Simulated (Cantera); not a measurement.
Charge: 1 mol Ca(OH)2, 1.6 mol H2, 0.073 mol CO2, held at 1 atm.

Equilibrium computed with Cantera from the NASA thermochemical tables; the gas is ideal and each condensed phase is pure. Candidate condensed phases: C, C6H6, C7H8, C8H18, Ca, CaCO3, CaO, Ca(OH)2, H2O; 115 gas species. Kinetics and transport are ignored.

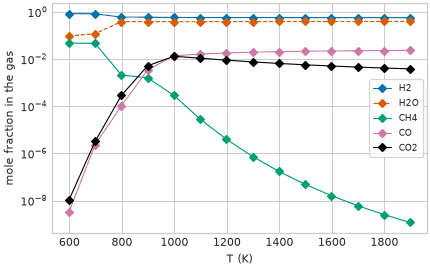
*Equilibrium gas composition (values under 1e-9 drawn at 1e-9)*

At 598 K the condensed part is Ca(OH)2(s). At 698 K the condensed part is CaO(s) + Ca(OH)2(s). From 798 K to 898 K the condensed part is CaCO3(calcite) + CaO(s). From 998 K to 1898 K the condensed part is CaO(s).
